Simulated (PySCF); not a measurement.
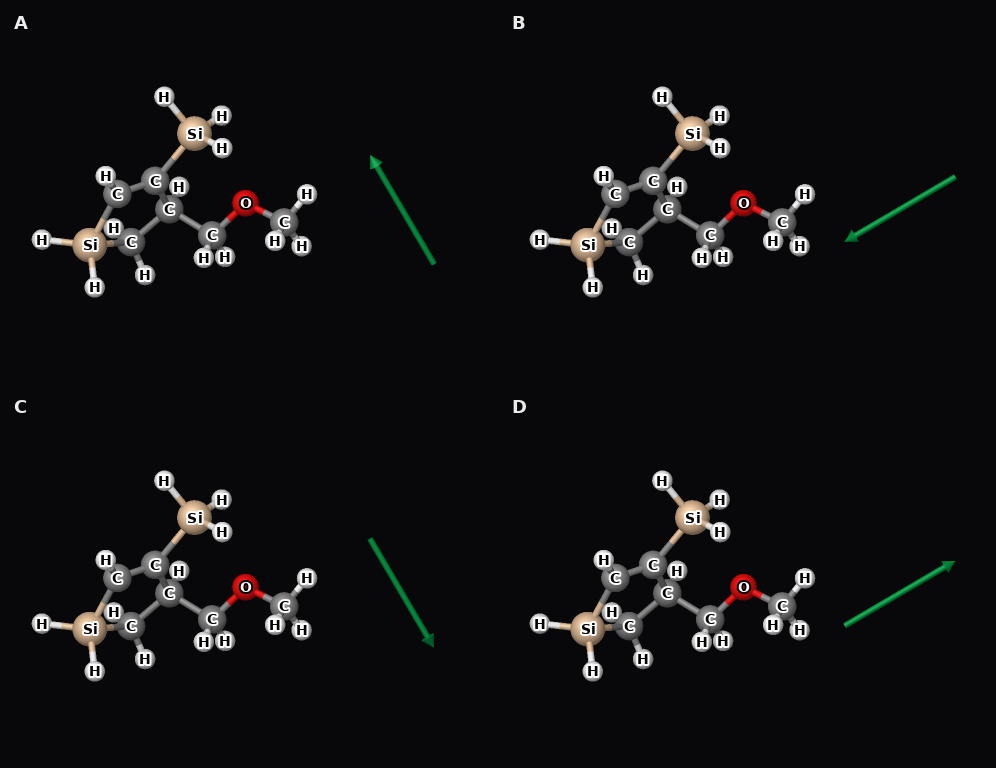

The same molecule four times, each with an arrow. The geometry was computed by an optimisation with GFN2-xTB. No frequency run is at hand to confirm it as a minimum. Method: PBE0/pcSseg-1, gas phase (PySCF 2.14.0).

**Which arrow points along the dipole moment, from the negative to the positive end?**

C. The dipole moment is 2.30 D.

The geometry is semi-empirical. Around Si such bond lengths and angles can be off by a tenth of an ångström or more and by several degrees, and values that hang on the shape move with them.
